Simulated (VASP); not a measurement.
Band structure of Cd3HgSe4 (ordered alloy cell). Calculation: PBEsol GGA, VASP's PBE PAW potentials (set 64) (plane waves; VASP 6.6.1).

Unless said otherwise, spin-orbit coupling is left out, though it shifts the bands of the heavy elements here.

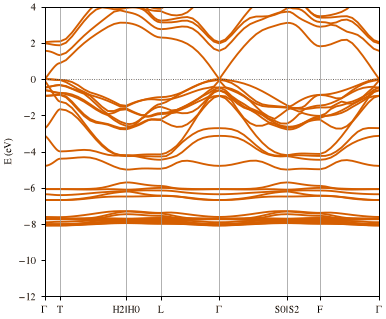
Bands along high-symmetry lines, zero at the valence-band maximum or, without a gap, the Fermi level

Q: Read the plot: is there a gap, and where are the band edges?

A: It has no gap at this level: it comes out as a metal or semimetal. (Edges off the drawn lines would not show.)

The structure was generated: Cd3HgSe4 was put into an ordered model structure (R3m), which need not be its known phase. It was relaxed first.
